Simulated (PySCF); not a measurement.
Molecule: SMILES [NH3+]c1ccccc1 (C6H8N (cation, charge +1)). Atoms near the plane z = 0.6 Å, at the GFN2-xTB optimised geometry (x, y, z in Å): N1 (-1.4, -2.0, 0.0), C2 (-0.7, -0.7, 0.0), C3 (-1.4, 0.5, 0.0), C4 (-0.7, 1.7, 0.0), C5 (0.7, 1.7, 0.0), C6 (1.4, 0.6, 0.0), C7 (0.7, -0.7, 0.0), H8 (-1.6, -2.3, 1.0), H9 (-2.3, -1.9, -0.5), H10 (-0.8, -2.7, -0.4), H11 (-2.5, 0.5, 0.0), H12 (-1.3, 2.6, 0.0), H13 (1.2, 2.7, 0.0), H14 (2.5, 0.6, 0.0), H15 (1.3, -1.6, 0.0).

Level of theory: CAM-B3LYP/def2-TZVP (PySCF 2.14.0). The values are rescaled to run from 0 to 1.

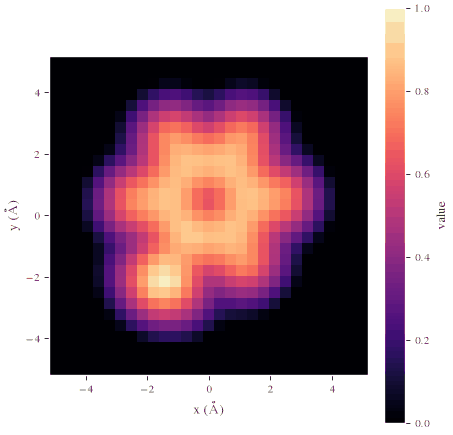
*a field on the plane z = 0.6 Å.*

Question: Which quantity is mapped?
(A) an orbital amplitude
(B) log10 of the electron density
(C) electrostatic potential
(D) Laplacian of the electron density

Answer: B, log10 of the electron density. In full: log10 of the electron density (e/bohr³), floored at −4.
